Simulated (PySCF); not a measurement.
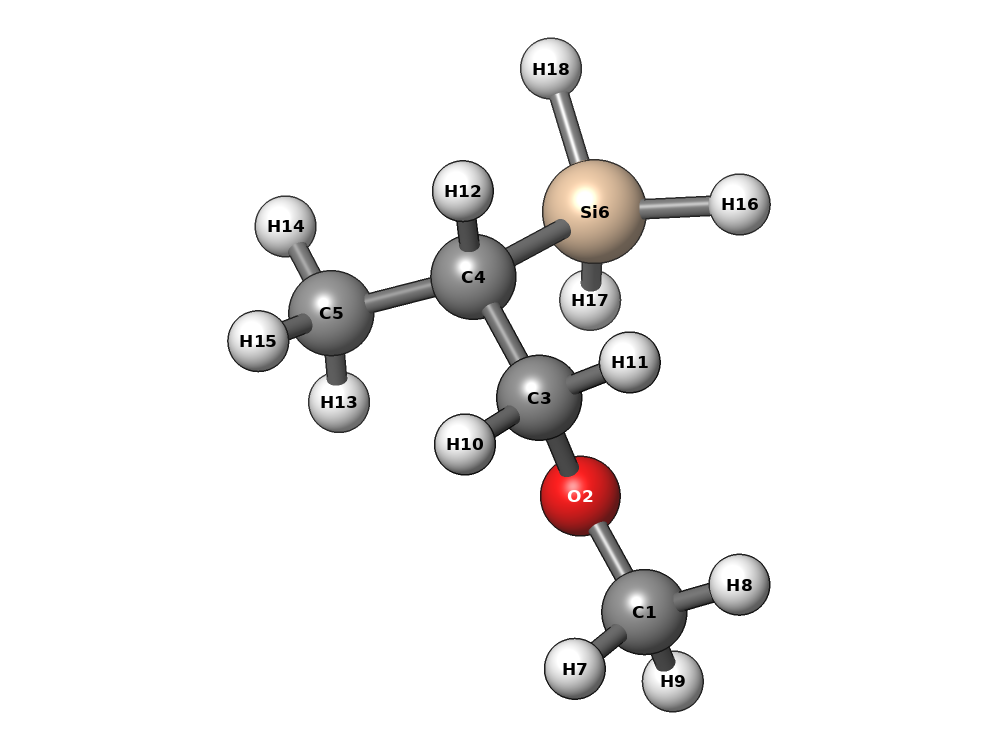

Computed geometry: PBE0-D3(BJ)/def2-SVP optimisation. No frequency run is at hand to confirm it as a minimum. Method: delta-SCF UKS SCAN, pcX-2 on the ionised atom, pcseg-1 elsewhere, spin-free X2C (PySCF 2.14.0).

Give the core-electron binding energies (to vacuum; p and d levels without spin–orbit splitting) of C1 1s, O2 1s, C3 1s, C4 1s, C5 1s, Si6 1s, Si6 2p.

```tsv
atom	level	binding energy (eV)
C1	1s	292.2
O2	1s	538.4
C3	1s	292.0
C4	1s	290.2
C5	1s	290.5
Si6	1s	1846.0
Si6	2p	106.5
```
